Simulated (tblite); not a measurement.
# Geometry relaxation of C₃H₈O₃Si (part 4 of 4)

Continued. System: C₃H₈O₃Si. Method: GFN2-xTB geometry optimisation, gas phase (tblite 0.8.0). It belongs to a series of runs on one base structure; here: H on C replaced by CHO.

Geometry of the input (Å):
```
C  -2.7804  0.6303  -0.0653
O  -1.4377  0.3577  -0.3807
Si -0.5905  -0.6830  0.6318
O  0.9167  -0.9410  0.0021
C  1.7274  0.1804  -0.2608
C  3.0670  -0.3190  -0.7450
O  4.1449  0.1495  -0.3670
H  -2.8783  1.1212  0.9190
H  -3.1671  1.3232  -0.8188
H  -3.4054  -0.2764  -0.0959
H  -0.4819  -0.0608  1.9646
H  -1.3349  -1.9647  0.7326
H  1.2928  0.7846  -1.0674
H  1.8866  0.7957  0.6244
H  3.0365  -1.0898  -1.5200
```

**Trajectory as extended XYZ, continued**
```
15
Properties=species:S:1:pos:R:3:forces:R:3 step=95 energy=-666.59499
C    -2.7801    0.6875   -0.1356    0.0010  -0.0030  -0.0040
O    -1.4449    0.2896   -0.2246    0.0110   0.0130   0.0080
Si   -0.6192   -0.7392    0.7194    0.0060   0.0070   0.0070
O     0.8806   -0.8190    0.1184   -0.0010   0.0030  -0.0030
C     1.7596    0.2200   -0.1730    0.0020   0.0010  -0.0030
C     3.0067   -0.3113   -0.8287    0.0190   0.0080  -0.0080
O     3.9461    0.3536   -1.1610   -0.0290  -0.0160   0.0120
H    -2.9894    1.1372    0.8377   -0.0030  -0.0080  -0.0030
H    -2.9662    1.4221   -0.9198    0.0030  -0.0010  -0.0040
H    -3.4464   -0.1664   -0.2756   -0.0020  -0.0030   0.0030
H    -0.6350   -0.2404    2.0984   -0.0050  -0.0080  -0.0020
H    -1.0249   -2.1274    0.5839   -0.0060  -0.0030   0.0030
H     1.2915    0.9490   -0.8476    0.0000   0.0030   0.0010
H     2.0431    0.7589    0.7413    0.0080   0.0020  -0.0030
H     2.9740   -1.4063   -0.9797   -0.0050   0.0040  -0.0010
15
Properties=species:S:1:pos:R:3:forces:R:3 step=97 energy=-666.59510
C    -2.7773    0.6870   -0.1367   -0.0010  -0.0010   0.0000
O    -1.4417    0.2907   -0.2247    0.0040   0.0100   0.0070
Si   -0.6196   -0.7397    0.7209    0.0050   0.0040  -0.0040
O     0.8809   -0.8179    0.1216    0.0030  -0.0020  -0.0020
C     1.7595    0.2208   -0.1727   -0.0010   0.0000   0.0030
C     3.0055   -0.3111   -0.8304    0.0060   0.0060  -0.0040
O     3.9440    0.3543   -1.1640   -0.0220  -0.0210   0.0080
H    -2.9879    1.1350    0.8371   -0.0020  -0.0020   0.0020
H    -2.9633    1.4229   -0.9197    0.0010  -0.0050  -0.0060
H    -3.4429   -0.1674   -0.2768   -0.0010  -0.0020  -0.0060
H    -0.6420   -0.2423    2.0997    0.0020  -0.0030   0.0080
H    -1.0273   -2.1278    0.5859    0.0010   0.0040  -0.0010
H     1.2906    0.9499   -0.8468   -0.0010  -0.0020   0.0050
H     2.0452    0.7597    0.7410    0.0070   0.0030  -0.0060
H     2.9720   -1.4063   -0.9808    0.0000   0.0120  -0.0020
15
Properties=species:S:1:pos:R:3:forces:R:3 step=100 energy=-666.59524
C    -2.7747    0.6877   -0.1396    0.0010   0.0020   0.0030
O    -1.4367    0.2970   -0.2202   -0.0050  -0.0020   0.0000
Si   -0.6200   -0.7396    0.7234   -0.0020  -0.0010  -0.0010
O     0.8821   -0.8169    0.1281    0.0020   0.0010   0.0010
C     1.7598    0.2214   -0.1698    0.0020   0.0010   0.0040
C     3.0017   -0.3110   -0.8344   -0.0030   0.0000   0.0000
O     3.9303    0.3563   -1.1901    0.0000  -0.0020   0.0010
H    -2.9913    1.1326    0.8341   -0.0090   0.0020   0.0010
H    -2.9590    1.4245   -0.9224    0.0030  -0.0080   0.0000
H    -3.4373   -0.1685   -0.2849    0.0100   0.0020  -0.0060
H    -0.6492   -0.2507    2.1053    0.0070   0.0010   0.0050
H    -1.0293   -2.1270    0.5837    0.0020   0.0080  -0.0070
H     1.2884    0.9544   -0.8377   -0.0040  -0.0060   0.0040
H     2.0541    0.7563    0.7435    0.0020   0.0050   0.0010
H     2.9768   -1.4084   -0.9654   -0.0060  -0.0030  -0.0050
15
Properties=species:S:1:pos:R:3:forces:R:3 step=102 energy=-666.59529
C    -2.7713    0.6889   -0.1424    0.0010   0.0000  -0.0010
O    -1.4338    0.2961   -0.2176    0.0010  -0.0020  -0.0010
Si   -0.6200   -0.7417    0.7271    0.0020   0.0040   0.0070
O     0.8834   -0.8188    0.1347    0.0010   0.0040   0.0030
C     1.7584    0.2207   -0.1667    0.0010   0.0010   0.0010
C     2.9976   -0.3094   -0.8379   -0.0020  -0.0020   0.0000
O     3.9195    0.3603   -1.2061    0.0050   0.0050   0.0000
H    -2.9918    1.1319    0.8314   -0.0110   0.0000  -0.0030
H    -2.9504    1.4274   -0.9248    0.0030  -0.0020   0.0020
H    -3.4346   -0.1656   -0.2940    0.0080  -0.0010   0.0000
H    -0.6516   -0.2540    2.1098    0.0060   0.0000  -0.0030
H    -1.0286   -2.1289    0.5854   -0.0020   0.0030  -0.0070
H     1.2827    0.9543   -0.8307   -0.0050  -0.0040   0.0030
H     2.0575    0.7545    0.7457    0.0010   0.0050   0.0030
H     2.9786   -1.4077   -0.9606   -0.0100  -0.0090  -0.0050
15
Properties=species:S:1:pos:R:3:forces:R:3 step=104 energy=-666.59536
C    -2.7643    0.6903   -0.1465   -0.0010  -0.0040  -0.0040
O    -1.4281    0.2931   -0.2151    0.0070   0.0040   0.0030
Si   -0.6199   -0.7452    0.7336    0.0060   0.0070   0.0080
O     0.8856   -0.8221    0.1461    0.0020   0.0010   0.0080
C     1.7558    0.2196   -0.1621   -0.0010  -0.0010   0.0020
C     2.9910   -0.3067   -0.8432   -0.0100  -0.0070   0.0020
O     3.9048    0.3672   -1.2233    0.0180   0.0080  -0.0060
H    -2.9909    1.1297    0.8276   -0.0060   0.0010  -0.0060
H    -2.9354    1.4317   -0.9276   -0.0010   0.0080   0.0010
H    -3.4287   -0.1613   -0.3069   -0.0020  -0.0100   0.0020
H    -0.6564   -0.2566    2.1158    0.0060  -0.0010  -0.0030
H    -1.0291   -2.1316    0.5899   -0.0030  -0.0030  -0.0050
H     1.2724    0.9519   -0.8216   -0.0030   0.0000   0.0010
H     2.0614    0.7538    0.7480   -0.0010   0.0020   0.0030
H     2.9776   -1.4058   -0.9610   -0.0100  -0.0050  -0.0050
15
Properties=species:S:1:pos:R:3:forces:R:3 step=106 energy=-666.59544
C    -2.7576    0.6907   -0.1499   -0.0030  -0.0060  -0.0050
O    -1.4220    0.2910   -0.2139    0.0060   0.0130   0.0080
Si   -0.6193   -0.7474    0.7391    0.0010   0.0000   0.0010
O     0.8883   -0.8240    0.1573    0.0030  -0.0060   0.0130
C     1.7538    0.2192   -0.1583   -0.0030   0.0000   0.0040
C     2.9852   -0.3048   -0.8477   -0.0190  -0.0100   0.0050
O     3.8949    0.3718   -1.2327    0.0300   0.0040  -0.0110
H    -2.9897    1.1267    0.8244    0.0030   0.0010  -0.0060
H    -2.9234    1.4351   -0.9292   -0.0050   0.0100  -0.0020
H    -3.4219   -0.1596   -0.3164   -0.0110  -0.0140  -0.0030
H    -0.6626   -0.2585    2.1204    0.0080   0.0010   0.0060
H    -1.0310   -2.1330    0.5937    0.0010  -0.0030  -0.0040
H     1.2635    0.9491   -0.8153    0.0000   0.0030  -0.0010
H     2.0648    0.7558    0.7488   -0.0040  -0.0020   0.0010
H     2.9726   -1.4042   -0.9666   -0.0060   0.0060  -0.0040
15
Properties=species:S:1:pos:R:3:forces:R:3 step=108 energy=-666.59562
C    -2.7506    0.6899   -0.1539   -0.0040  -0.0020  -0.0050
O    -1.4140    0.2918   -0.2113   -0.0030   0.0230   0.0150
Si   -0.6180   -0.7481    0.7458   -0.0140  -0.0170  -0.0070
O     0.8923   -0.8240    0.1718    0.0040  -0.0100   0.0180
C     1.7524    0.2203   -0.1539    0.0010   0.0020   0.0010
C     2.9783   -0.3038   -0.8528   -0.0130  -0.0070   0.0000
O     3.8877    0.3725   -1.2392    0.0260  -0.0060  -0.0110
H    -2.9906    1.1231    0.8200    0.0140  -0.0070  -0.0030
H    -2.9121    1.4379   -0.9307   -0.0070  -0.0020  -0.0070
H    -3.4118   -0.1616   -0.3267   -0.0130  -0.0020  -0.0090
H    -0.6700   -0.2623    2.1271    0.0090   0.0080   0.0160
H    -1.0329   -2.1327    0.5959    0.0070   0.0020  -0.0030
H     1.2542    0.9463   -0.8092    0.0030   0.0050  -0.0040
H     2.0698    0.7615    0.7484   -0.0060  -0.0070   0.0020
H     2.9609   -1.4028   -0.9778   -0.0020   0.0190  -0.0040
15
Properties=species:S:1:pos:R:3:forces:R:3 step=111 energy=-666.59608
C    -2.7446    0.6869   -0.1606    0.0030   0.0100   0.0000
O    -1.4030    0.3025   -0.1954   -0.0070   0.0150   0.0120
Si   -0.6150   -0.7464    0.7590   -0.0130  -0.0060   0.0030
O     0.8987   -0.8195    0.1936   -0.0040   0.0000   0.0130
C     1.7521    0.2254   -0.1476    0.0060  -0.0020  -0.0040
C     2.9671   -0.3042   -0.8607    0.0000  -0.0130  -0.0050
O     3.8860    0.3614   -1.2430    0.0190   0.0150  -0.0070
H    -3.0037    1.1193    0.8086    0.0050  -0.0260   0.0110
H    -2.8999    1.4374   -0.9367   -0.0060  -0.0240  -0.0210
H    -3.3945   -0.1715   -0.3458   -0.0020   0.0280  -0.0030
H    -0.6700   -0.2736    2.1454    0.0010   0.0080   0.0000
H    -1.0312   -2.1285    0.5937    0.0000  -0.0080   0.0010
H     1.2446    0.9461   -0.8016   -0.0010   0.0050  -0.0100
H     2.0777    0.7733    0.7469    0.0030  -0.0070   0.0120
H     2.9313   -1.4005   -1.0023   -0.0040   0.0040  -0.0030
15
Properties=species:S:1:pos:R:3:forces:R:3 step=113 energy=-666.59625
C    -2.7402    0.6875   -0.1644    0.0010   0.0070   0.0040
O    -1.3985    0.3039   -0.1888    0.0030  -0.0010   0.0010
Si   -0.6150   -0.7487    0.7655    0.0050   0.0130   0.0060
O     0.9005   -0.8204    0.2034   -0.0030   0.0090   0.0030
C     1.7508    0.2256   -0.1444    0.0010  -0.0020   0.0000
C     2.9622   -0.3026   -0.8650    0.0000  -0.0010  -0.0030
O     3.8796    0.3629   -1.2517    0.0040   0.0110   0.0020
H    -3.0056    1.1163    0.8045   -0.0060  -0.0110   0.0110
H    -2.8899    1.4383   -0.9411   -0.0040  -0.0110  -0.0130
H    -3.3897   -0.1695   -0.3566    0.0010   0.0120  -0.0020
H    -0.6704   -0.2764    2.1527   -0.0040   0.0010  -0.0100
H    -1.0307   -2.1302    0.5964   -0.0050  -0.0110   0.0020
H     1.2387    0.9451   -0.7967    0.0000  -0.0020   0.0000
H     2.0797    0.7741    0.7485    0.0060  -0.0040   0.0050
H     2.9242   -1.3980   -1.0086   -0.0010  -0.0110  -0.0050
15
Properties=species:S:1:pos:R:3:forces:R:3 step=115 energy=-666.59634
C    -2.7357    0.6876   -0.1662   -0.0030  -0.0020   0.0060
O    -1.3938    0.3050   -0.1863    0.0020  -0.0010  -0.0030
Si   -0.6148   -0.7492    0.7698    0.0050   0.0040   0.0010
O     0.9024   -0.8196    0.2122   -0.0010   0.0000   0.0000
C     1.7500    0.2262   -0.1424   -0.0010  -0.0010   0.0050
C     2.9583   -0.3022   -0.8681   -0.0050  -0.0010   0.0000
O     3.8774    0.3631   -1.2508    0.0070   0.0030  -0.0020
H    -3.0056    1.1123    0.8030   -0.0030   0.0030   0.0050
H    -2.8836    1.4380   -0.9434   -0.0030   0.0020  -0.0060
H    -3.3836   -0.1692   -0.3622   -0.0060  -0.0050  -0.0060
H    -0.6752   -0.2767    2.1563   -0.0030   0.0000  -0.0020
H    -1.0312   -2.1310    0.5985    0.0000   0.0020   0.0040
H     1.2343    0.9429   -0.7950    0.0000  -0.0010   0.0040
H     2.0816    0.7774    0.7480    0.0070  -0.0020   0.0000
H     2.9150   -1.3966   -1.0199    0.0040  -0.0010  -0.0050
```

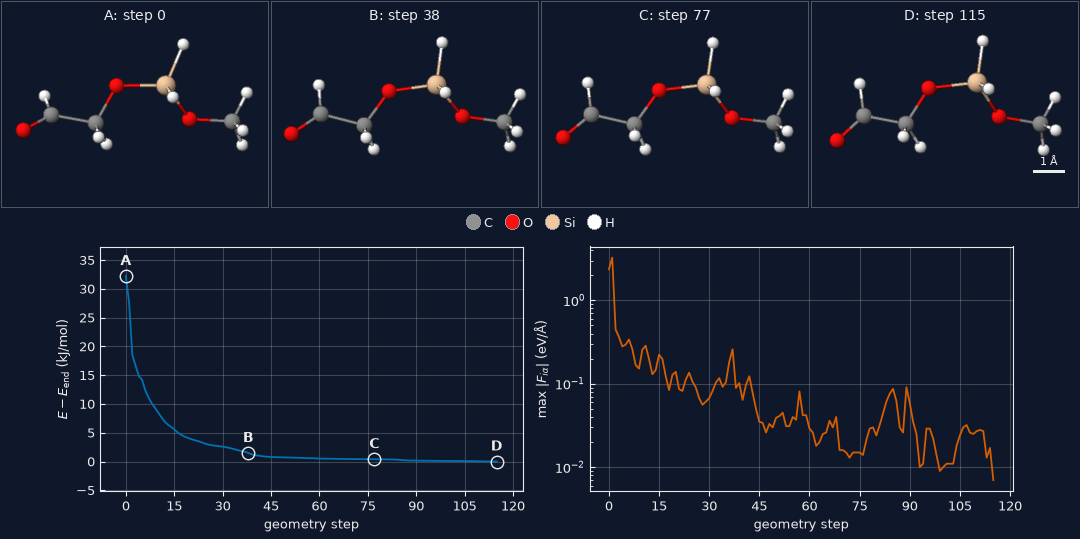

Figure 1. Frames of the relaxation (ball-and-stick view, seen at a tilt) above the curves, on which the letters mark them (steps are counted from 0).

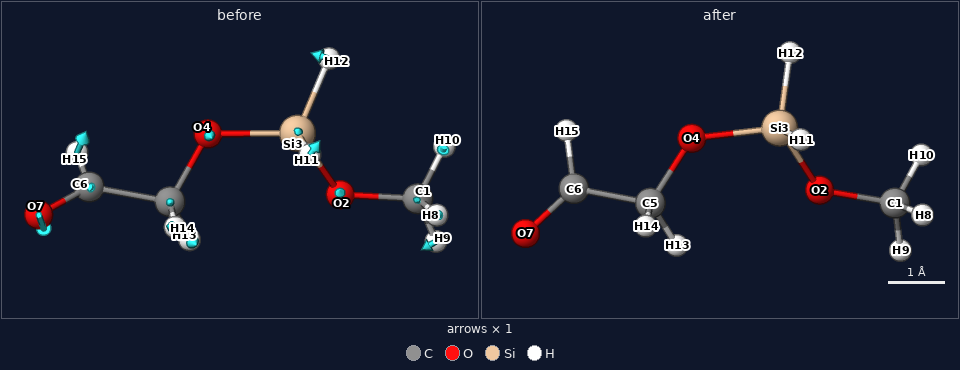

Figure 2. Before (left) and after (right) the relaxation, at one scale (ball-and-stick view, seen at a tilt). The teal arrows give the displacements, at true length. After 115 geometry steps the energy has fallen by 32.2 kJ/mol. Largest force component: 2.4 eV/Å at the start, 0.007 eV/Å at the end. The atom that moves furthest after the best rigid fit is O7 (0.95 Å). By element the largest moves are O 0.95 Å, H 0.59 Å, C 0.17 Å, Si 0.15 Å. Among the contacts that change: O2–Si3 1.681 → 1.622 Å, C6–O7 1.235 → 1.197 Å, Si3–O4 1.654 → 1.618 Å, Si3–H12 1.486 → 1.453 Å. Among the angles that change: Si3–O4–C5 118.1° → 128.8°, O4–Si3–H12 110.4° → 100.8°, O2–Si3–H12 108.8° → 114.3°. (Atoms are counted from 1 in the order of the input.)

**Key numbers**

- outcome: converged
- total energy: −666.5963 eV
- wall time: 1.8 s
- peak memory: 0.18 GiB
